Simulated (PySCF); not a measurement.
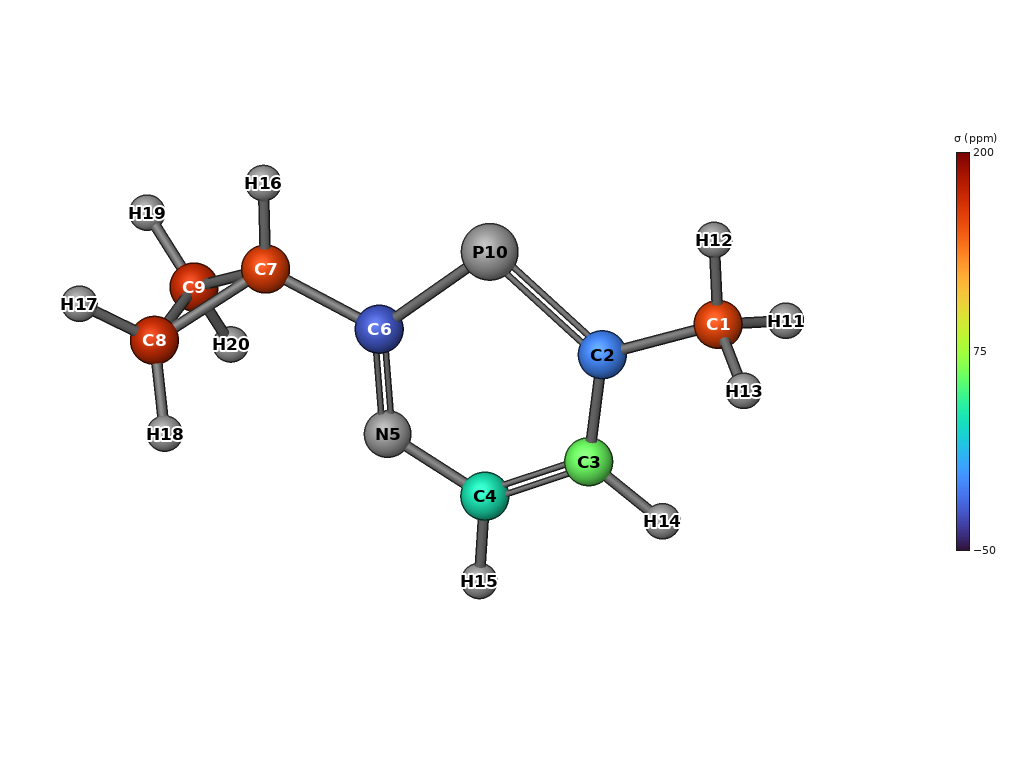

Atoms are coloured by their isotropic NMR shieldings (C only, the others grey). The computed structure is the end point of a GFN2-xTB optimisation. No frequency run is at hand to confirm it as a minimum. Level of theory: GIAO PBE0/pcSseg-1 NMR shielding, non-relativistic, gas phase (PySCF 2.14.0).

Which C atom is the most shielded (lowest chemical shift)?

C8, C9 (169.4 to 169.5 ppm).

Which C atom is the least shielded (highest chemical shift)?

C6 (−24.0 ppm).

How wide is the range of C shifts?

193.5 ppm.

List the isotropic NMR shieldings of the C atoms.

```
atom  σ (ppm)
  C1    158.9
  C2     −6.1
  C3     59.8
  C4     34.1
  C6    −24.0
  C7    160.1
  C8    169.5
  C9    169.4
```

The geometry is semi-empirical. Around P such bond lengths and angles can be off by a tenth of an ångström or more and by several degrees, and values that hang on the shape move with them.
